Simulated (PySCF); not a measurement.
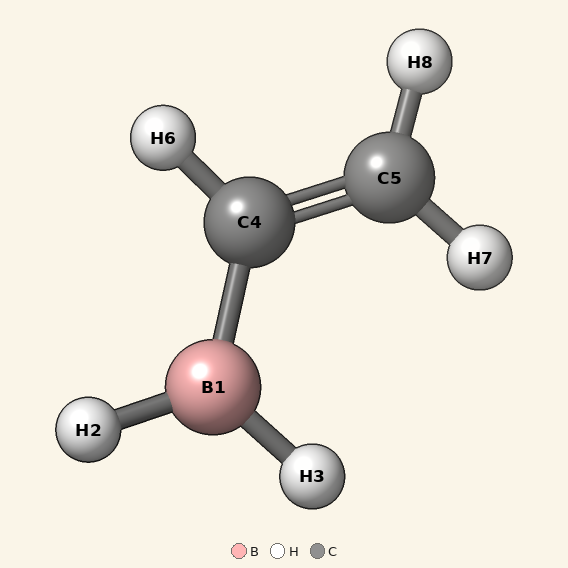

Atoms carry their numbers in the input. The computed structure is the end point of a PBE0-D3(BJ)/def2-SVP optimisation. No frequency run is at hand to confirm it as a minimum.

What is the geometry at B1?

B1 has 3 neighbours (H2 at 1.21, H3 at 1.21, C4 at 1.54 Å); the arrangement is trigonal planar.

Describe the coordination of atom 4.

C4 has 3 neighbours (B1 at 1.54, C5 at 1.35, H6 at 1.10 Å); the arrangement is trigonal planar.

What is the geometry at C5?

C5 has 3 neighbours (C4 at 1.35, H7 at 1.10, H8 at 1.10 Å); the arrangement is trigonal planar.
